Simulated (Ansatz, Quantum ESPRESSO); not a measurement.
**KSrBr3 (Pm-3m): modes at Γ and the response to a field**

Aim: the zone-centre modes of KSrBr3 (Pm-3m).

Calculated with Quantum ESPRESSO 7.5; DFT PBE, scalar-relativistic, plane waves, GBRV ultrasoft pseudopotentials.

The structure was built from a prototype and need not be the compound's stable phase.

### 1. Starting point

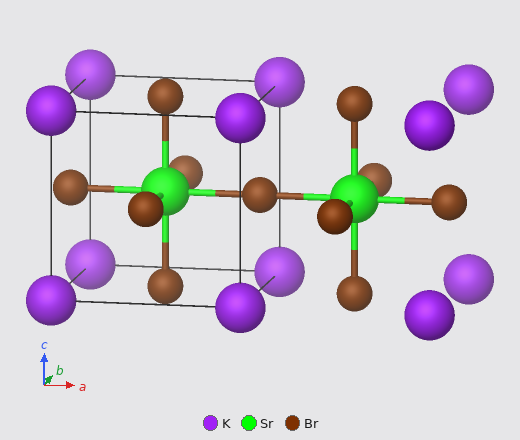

Start, viewed slightly off an axis; potassium purple, strontium green, bromine brown. 2×1×1 cells are drawn. Some periodic images of atoms are drawn too.

As a file:

```
CELL_PARAMETERS angstrom
5.73853 0.00000 0.00000
0.00000 5.73853 0.00000
0.00000 0.00000 5.73853
ATOMIC_POSITIONS crystal
K 0.00000 0.00000 0.00000
Sr 0.50000 0.50000 0.50000
Br 0.00000 0.50000 0.50000
Br 0.50000 0.00000 0.50000
Br 0.50000 0.50000 0.00000
```

### 2. A probe with smearing

Before anything dear is run, a loose run with smearing shows whether this is a metal and how far the cell is from rest.

probe.in reads:

```
&control
   calculation = 'scf'
   prefix = 'x'
   outdir = './tmp'
   pseudo_dir = './pseudo'
   tprnfor = .true.
   tstress = .true.
   verbosity = 'high'
/
&system
   ibrav = 1
   celldm(1) = 10.84425006
   nat = 5
   ntyp = 3
   ecutwfc = 40.0
   ecutrho = 240.0
   occupations = 'smearing'
   smearing = 'gaussian'
   degauss = 0.01
/
&electrons
   conv_thr = 1.0d-07
   mixing_beta = 0.7
   electron_maxstep = 100
/
ATOMIC_SPECIES
 K      39.0983  K.upf
 Sr     87.6200  Sr.upf
 Br     79.9040  Br.upf
ATOMIC_POSITIONS crystal
 K      0.000000000   0.000000000   0.000000000
 Sr     0.500000000   0.500000000   0.500000000
 Br     0.000000000   0.500000000   0.500000000
 Br     0.500000000   0.000000000   0.500000000
 Br     0.500000000   0.500000000   0.000000000
K_POINTS automatic
 4 4 4 0 0 0
```

Command:

```console
$ OMP_NUM_THREADS=1 mpirun -n 4 pw.x -nk 4 -in probe.in > probe.out
```

Log:

```text
[banners, grids, parts of the stress and lines that vanish by symmetry left out]
Program PWSCF v.7.5
     bravais-lattice index     =            1
     lattice parameter (alat)  =      10.8443  a.u.
[...]
kinetic-energy cutoff     =      40.0000  Ry
     charge density cutoff     =     240.0000  Ry
     scf convergence threshold =      1.0E-07
[...]
Exchange-correlation=  SLA  PW   PBX  PBC
                           (   1   4   3   4   0   0   0)
[...]
48 Sym. Ops., with inversion, found
[...]
(     0          1          0      )
                  (     0          0          1      )
[...]
(  0.0000000  1.0000000  0.0000000 )
                  (  0.0000000  0.0000000  1.0000000 )
[...]
(     0         -1          0      )
                  (     0          0          1      )
[...]
( -1.0000000  0.0000000  0.0000000 )
                  (  0.0000000  1.0000000  0.0000000 )
[...]
number of k points=    10  Gaussian smearing, width (Ry)=  0.0100
[...]
End of self-consistent calculation
[...]
the Fermi energy is     4.8380 ev
!    total energy              =    -268.36371806 Ry
[...]
convergence has been achieved in   8 iterations
[...]
atom    1 type  1   force =     0.00000000    0.00000000    0.00000000
     atom    2 type  2   force =     0.00000000    0.00000000    0.00000000
     atom    3 type  3   force =     0.00000000    0.00000000    0.00000000
     atom    4 type  3   force =     0.00000000    0.00000000    0.00000000
     atom    5 type  3   force =     0.00000000    0.00000000    0.00000000
[...]
Total force =     0.000000     Total SCF correction =     0.000000
[...]
total   stress  (Ry/bohr**3)                   (kbar)     P=       25.69
[...]
XML data file, charge density, pseudopotentials, collected wavefunctions

   JOB DONE.
```

It took 14 s on 4 MPI ranks of AMD EPYC 7R13 (Zen 3), shared host.

Numbers from this step:

```
volume per atom   : 37.79 Å³
pressure          : 2.569 GPa
gap on the k-mesh : 3.884 eV
```

A gap of 3.9 eV opens on this mesh, so the crystal is taken as an insulator; the start stands at 2.6 GPa.

### 3. Relaxation

Frequencies change by per cents with a per cent of volume, so the structure is first brought to rest at this level of theory.

relax.in reads:

```
&control
   calculation = 'vc-relax'
   prefix = 'x'
   outdir = './tmp'
   pseudo_dir = './pseudo'
   tprnfor = .true.
   tstress = .true.
   forc_conv_thr = 2.0d-05
   etot_conv_thr = 1.0d-07
   nstep = 40
/
&system
   ibrav = 1
   celldm(1) = 10.84425006
   nat = 5
   ntyp = 3
   ecutwfc = 40.0
   ecutrho = 240.0
   occupations = 'fixed'
   nbnd = 22
/
&electrons
   conv_thr = 1.0d-11
   mixing_beta = 0.7
   electron_maxstep = 100
/
&ions
/
&cell
   press_conv_thr = 0.1
/
ATOMIC_SPECIES
 K      39.0983  K.upf
 Sr     87.6200  Sr.upf
 Br     79.9040  Br.upf
ATOMIC_POSITIONS crystal
 K      0.000000000   0.000000000   0.000000000
 Sr     0.500000000   0.500000000   0.500000000
 Br     0.000000000   0.500000000   0.500000000
 Br     0.500000000   0.000000000   0.500000000
 Br     0.500000000   0.500000000   0.000000000
K_POINTS automatic
 4 4 4 0 0 0
```

Command:

```console
$ OMP_NUM_THREADS=1 mpirun -n 4 pw.x -nk 4 -in relax.in > relax.out
```

Log:

```text
[banners, grids, parts of the stress and lines that vanish by symmetry left out]
[banner, memory and clock lines left out]
Program PWSCF v.7.5

[...]
kinetic-energy cutoff     =      40.0000  Ry
     charge density cutoff     =     240.0000  Ry
     scf convergence threshold =      1.0E-11
[...]
energy convergence thresh.=      1.0E-07
     force convergence thresh. =      2.0E-05
     press convergence thresh. =      1.0E-01
     Exchange-correlation=  SLA  PW   PBX  PBC
                           (   1   4   3   4   0   0   0)
[...]
48 Sym. Ops., with inversion, found
[...]
number of k points=    10
[...]
End of self-consistent calculation
[...]
highest occupied, lowest unoccupied level (ev):     1.6932    5.5772
!    total energy              =    -268.36371806 Ry
[...]
convergence has been achieved in  10 iterations
[...]
atom    1 type  1   force =     0.00000000    0.00000000    0.00000000
     atom    2 type  2   force =     0.00000000    0.00000000    0.00000000
     atom    3 type  3   force =     0.00000000    0.00000000    0.00000000
     atom    4 type  3   force =     0.00000000    0.00000000    0.00000000
     atom    5 type  3   force =     0.00000000    0.00000000    0.00000000
     Total force =     0.000000     Total SCF correction =     0.000000
[...]
total   stress  (Ry/bohr**3)                   (kbar)     P=       25.68
[...]
number of bfgs steps    =   0
[...]
CELL_PARAMETERS (alat= 10.84425006)
[...]
ATOMIC_POSITIONS (crystal)
K                0.0000000000        0.0000000000        0.0000000000
Sr               0.5000000000        0.5000000000        0.5000000000
Br               0.0000000000        0.5000000000        0.5000000000
Br               0.5000000000        0.0000000000        0.5000000000
[...]
New effective cutoffs (rho, wfc):  237.62   39.64
[...]
End of self-consistent calculation
[...]
highest occupied, lowest unoccupied level (ev):     1.5961    5.4635
!    total energy              =    -268.36642695 Ry
[...]
convergence has been achieved in   7 iterations
[...]
atom    1 type  1   force =     0.00000000    0.00000000    0.00000000
     atom    2 type  2   force =     0.00000000    0.00000000    0.00000000
     atom    3 type  3   force =     0.00000000    0.00000000    0.00000000
     atom    4 type  3   force =     0.00000000    0.00000000    0.00000000
     atom    5 type  3   force =     0.00000000    0.00000000    0.00000000
     Total force =     0.000000     Total SCF correction =     0.000000
[...]
total   stress  (Ry/bohr**3)                   (kbar)     P=       21.89
[...]
number of bfgs steps    =   1
[...]
WARNING: bfgs curvature condition failed, Theta= 0.931
[...]
CELL_PARAMETERS (alat= 10.84425006)
[...]
ATOMIC_POSITIONS (crystal)
[...]
New effective cutoffs (rho, wfc):  235.36   39.27
[...]
End of self-consistent calculation
[...]
highest occupied, lowest unoccupied level (ev):     1.4915    5.3407
!    total energy              =    -268.36894437 Ry
[...]
convergence has been achieved in   9 iterations
[...]
atom    1 type  1   force =     0.00000000    0.00000000    0.00000000
     atom    2 type  2   force =     0.00000000    0.00000000    0.00000000
     atom    3 type  3   force =     0.00000000    0.00000000    0.00000000
[...]
Total force =     0.000000     Total SCF correction =     0.000000
[...]
total   stress  (Ry/bohr**3)                   (kbar)     P=        5.21
[...]
number of bfgs steps    =   4
[...]
CELL_PARAMETERS (alat= 10.84425006)
[...]
ATOMIC_POSITIONS (crystal)
[...]
New effective cutoffs (rho, wfc):  223.68   37.32
[...]
highest occupied, lowest unoccupied level (ev):     0.9640    4.7131
!    total energy              =    -268.37503903 Ry
[...]
convergence has been achieved in   8 iterations
[...]
Total force =     0.000000     Total SCF correction =     0.000000
[...]
total   stress  (Ry/bohr**3)                   (kbar)     P=        0.45
[...]
number of bfgs steps    =   5
[...]
CELL_PARAMETERS (alat= 10.84425006)
[...]
ATOMIC_POSITIONS (crystal)
[...]
New effective cutoffs (rho, wfc):  223.35   37.26
[...]
highest occupied, lowest unoccupied level (ev):     0.9493    4.6955
!    total energy              =    -268.37504406 Ry
[...]
convergence has been achieved in   8 iterations
[...]
Total force =     0.000000     Total SCF correction =     0.000000
[...]
total   stress  (Ry/bohr**3)                   (kbar)     P=        0.02
[...]
number of bfgs steps    =   6
[...]
CELL_PARAMETERS (alat= 10.84425006)
[...]
ATOMIC_POSITIONS (crystal)
[...]
New effective cutoffs (rho, wfc):  223.33   37.26
[...]
End of self-consistent calculation
[...]
highest occupied, lowest unoccupied level (ev):     0.9487    4.6947
!    total energy              =    -268.37504407 Ry
[...]
convergence has been achieved in   5 iterations
[...]
atom    3 type  3   force =     0.00000000    0.00000000    0.00000000
     atom    4 type  3   force =     0.00000000    0.00000000    0.00000000
     atom    5 type  3   force =     0.00000000    0.00000000    0.00000000
     Total force =     0.000000     Total SCF correction =     0.000000
[...]
total   stress  (Ry/bohr**3)                   (kbar)     P=        0.00
[...]
bfgs converged in   8 scf cycles and   7 bfgs steps
[...]
End of BFGS Geometry Optimization
     Final enthalpy           =    -268.3750440665 Ry
     File ./tmp/x.bfgs deleted, as requested
[...]
CELL_PARAMETERS (alat= 10.84425006)
[...]
ATOMIC_POSITIONS (crystal)
[...]
Br               0.5000000000        0.0000000000        0.5000000000
Br               0.5000000000        0.5000000000        0.0000000000
[...]
Final scf calculation at the relaxed structure.
[...]
kinetic-energy cutoff     =      40.0000  Ry
     charge density cutoff     =     240.0000  Ry
     scf convergence threshold =      1.0E-13
[...]
press convergence thresh. =      1.0E-01
     Exchange-correlation=  SLA  PW   PBX  PBC
                           (   1   4   3   4   0   0   0)
[...]
48 Sym. Ops., with inversion, found
[...]
number of k points=    10
[...]
c_bands:  1 eigenvalues not converged
[...]
End of self-consistent calculation
[...]
highest occupied, lowest unoccupied level (ev):     0.9485    4.6948
!    total energy              =    -268.37781727 Ry
[...]
convergence has been achieved in  12 iterations
[...]
atom    1 type  1   force =     0.00000000    0.00000000    0.00000000
     atom    2 type  2   force =     0.00000000    0.00000000    0.00000000
     atom    3 type  3   force =     0.00000000    0.00000000    0.00000000
     atom    4 type  3   force =     0.00000000    0.00000000    0.00000000
     atom    5 type  3   force =     0.00000000    0.00000000    0.00000000
     Total force =     0.000000     Total SCF correction =     0.000000
[...]
total   stress  (Ry/bohr**3)                   (kbar)     P=        1.26
[...]
XML data file, charge density, pseudopotentials, collected wavefunctions
```

Wall time 100 s (4 MPI ranks); 6.6 min of CPU time.

The steps of the relaxation:

| step | energy less that of the first step (eV) | largest force (eV/Å) | pressure (GPa) | volume (Å³) |
| --- | --- | --- | --- | --- |
| 1 | 0.0000 | 0.0000 | 2.57 | 188.97 |
| 2 | -0.0369 | 0.0000 | 2.19 | 191.46 |
| 3 | -0.0711 | 0.0000 | 1.79 | 194.22 |
| 4 | -0.1107 | 0.0000 | 1.25 | 198.41 |
| 5 | -0.1457 | 0.0000 | 0.52 | 204.80 |
| 6 | -0.1540 | 0.0000 | 0.04 | 209.63 |
| 7 | -0.1541 | 0.0000 | 0.00 | 210.10 |
| 8 | -0.1541 | 0.0000 | 0.00 | 210.12 |
| 9 | -0.1918 | 0.0000 | 0.13 | 210.12 |

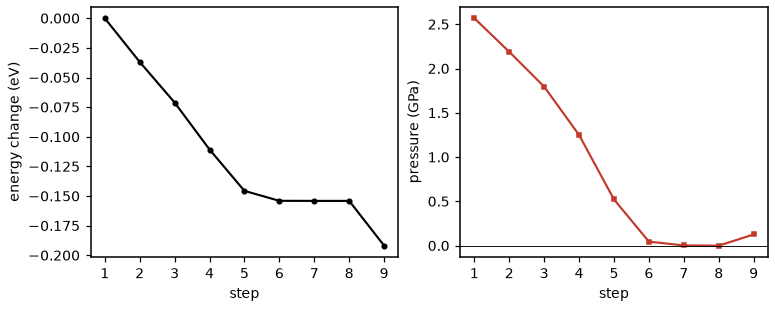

Energy and pressure along the relaxation.

| conventional cell, symmetrised | before | after | change |
| --- | --- | --- | --- |
| a (Å) | 5.739 | 5.945 | +3.6 % |
| b (Å) | 5.739 | 5.945 | +3.6 % |
| c (Å) | 5.739 | 5.945 | +3.6 % |
| volume (Å³/atom) | 37.79 | 42.02 | +11.2 % |

The relaxed structure:

```xyz
5
Lattice="5.9450 0.0000 0.0000 0.0000 5.9450 0.0000 0.0000 0.0000 5.9450" Properties=species:S:1:pos:R:3 pbc="T T T"
K     0.0000    0.0000    0.0000
Sr    2.9725    2.9725    2.9725
Br    0.0000    2.9725    2.9725
Br    2.9725    0.0000    2.9725
Br    2.9725    2.9725    0.0000
```

The last row of the table of steps is pw.x's closing run on a basis chosen anew for the final cell, so its energy can jump.

This step gave:

```yaml
volume_per_atom: 42.02 Å³
pressure: 0.126 GPa
gap_on_the_k_mesh: 3.746 eV
```

The volume changes by +11.2 % from the cell with which this run began.

### 4. Self-consistent run for the response

The response is built on this ground state, so it is converged far tighter than an energy would need. With a gap, occupations are fixed, which also allows the response to an electric field.

scf.in reads:

```
&control
   calculation = 'scf'
   prefix = 'x'
   outdir = './tmp'
   pseudo_dir = './pseudo'
   tprnfor = .true.
   tstress = .true.
/
&system
   ibrav = 1
   celldm(1) = 11.2344865
   nat = 5
   ntyp = 3
   ecutwfc = 40.0
   ecutrho = 240.0
   occupations = 'fixed'
   nbnd = 22
/
&electrons
   conv_thr = 1.0d-12
   mixing_beta = 0.7
   electron_maxstep = 100
/
ATOMIC_SPECIES
 K      39.0983  K.upf
 Sr     87.6200  Sr.upf
 Br     79.9040  Br.upf
ATOMIC_POSITIONS crystal
 K      0.000000000   0.000000000   0.000000000
 Sr     0.500000000   0.500000000   0.500000000
 Br     0.000000000   0.500000000   0.500000000
 Br     0.500000000   0.000000000   0.500000000
 Br     0.500000000   0.500000000   0.000000000
K_POINTS automatic
 4 4 4 0 0 0
```

Command:

```console
$ OMP_NUM_THREADS=1 mpirun -n 4 pw.x -nk 4 -in scf.in > scf.out
```

Log:

```text
[banners, grids, parts of the stress and lines that vanish by symmetry left out]
[banner, memory and clock lines left out]
Program PWSCF v.7.5

[...]
kinetic-energy cutoff     =      40.0000  Ry
     charge density cutoff     =     240.0000  Ry
     scf convergence threshold =      1.0E-12
[...]
Exchange-correlation=  SLA  PW   PBX  PBC
                           (   1   4   3   4   0   0   0)
[...]
48 Sym. Ops., with inversion, found
[...]
number of k points=    10
[...]
End of self-consistent calculation
[...]
highest occupied, lowest unoccupied level (ev):     0.9485    4.6948
!    total energy              =    -268.37781727 Ry
[...]
convergence has been achieved in  12 iterations
[...]
atom    1 type  1   force =     0.00000000    0.00000000    0.00000000
     atom    2 type  2   force =     0.00000000    0.00000000    0.00000000
     atom    3 type  3   force =     0.00000000    0.00000000    0.00000000
     atom    4 type  3   force =     0.00000000    0.00000000    0.00000000
     atom    5 type  3   force =     0.00000000    0.00000000    0.00000000
     Total force =     0.000000     Total SCF correction =     0.000000
[...]
total   stress  (Ry/bohr**3)                   (kbar)     P=        1.26
[...]
XML data file, charge density, pseudopotentials, collected wavefunctions
```

Run time: 20 s. Hardware: 4 MPI ranks.

The cell stands at 0.13 GPa, close enough for phonons.

[end of part 1 of 3]

[Host names and launcher messages were left out of these logs when they were recorded.]

[Logs are printed without paths, hosts, clocks, repeated set-up lines and the standing remarks that a program may print on its own settings, such as how far it seeks lower states.]

[Hosts, paths, dates, database ids (printed as entryN), source tags and the programs' standing remarks are cut or masked in the printed files.]
